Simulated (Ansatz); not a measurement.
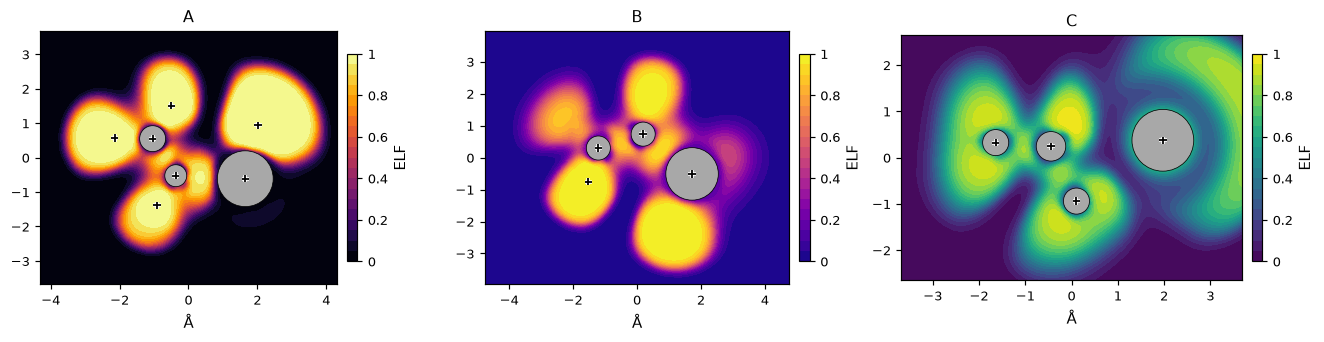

The electron localisation function of 3 systems, each on a plane through atoms (crosses mark nuclei in the plane; grey discs cover the cores).

Computed with isolated molecule in a Gaussian basis; Kohn-Sham density functional theory, functional PBE0 (Ansatz 0.2.0).

System 1: C2H5FGeO, the plane of atoms C1, C2 and Ge4. Geometry: B3LYP/def2-SVP.

```xyz
10

C     0.5747   -0.4123   -1.2186
C     0.1465   -1.1235   -0.0091
F     1.5204    0.5510   -1.1148
Ge   -0.5991   -2.9485   -0.0204
O    -0.6540   -0.1020   -0.6842
H     0.5951   -0.8626   -2.2212
H     0.5994   -0.7583    0.9239
H     0.4387   -3.9309    0.5587
H    -0.9333   -3.3235   -1.4766
H    -1.8790   -2.9730    0.8347
```

System 2: InNO2 (SMILES O=[N+]1[O+]=[In-2]1), the molecular plane. Geometry: r2SCAN-D4/def2-SVP; core potentials replace the inner electrons of In.

```xyz
4

In   -3.1542    1.7169   -0.2435
N    -1.6947   -0.1755    0.1388
O    -2.6310   -0.4520   -0.7270
O    -0.9005   -1.0271    0.4210
```

System 3: CH4AlF2N (SMILES C=[NH+][AlH-]([F])[F]), the plane of atoms H6, C1 and H7. Geometry: PBE0-D3(BJ)/def2-SVP.

```xyz
9

C    -0.4262   -1.2449    1.7217
Al   -1.1913   -1.0812   -1.1019
F    -0.4950   -2.3443   -1.9594
F    -0.8317    0.4428   -1.7048
N    -0.0086   -1.0883    0.5354
H    -1.5034   -1.3875    1.8823
H     0.2437   -1.2437    2.5923
H     1.0015   -0.9592    0.4365
H    -2.6182   -1.3134   -0.4430
```

Q: Which map belongs to which system?

A: Panel A is system 3, CH4AlF2N: the plane holds C, Al, N and H. C–N (1.27 Å): the ELF peaks at about 0.90 between the atoms: a multiple bond. Panel B is system 1, C2H5FGeO: the plane holds C, Ge and H. C–C (1.47 Å): the ELF peaks at about 0.85 between the atoms, as expected for localised, covalent bonding. Panel C is system 2, InNO2: the plane holds In, N and O. N–O (1.20 Å): the ELF peaks at about 0.85 between the atoms, as expected for localised, covalent bonding.
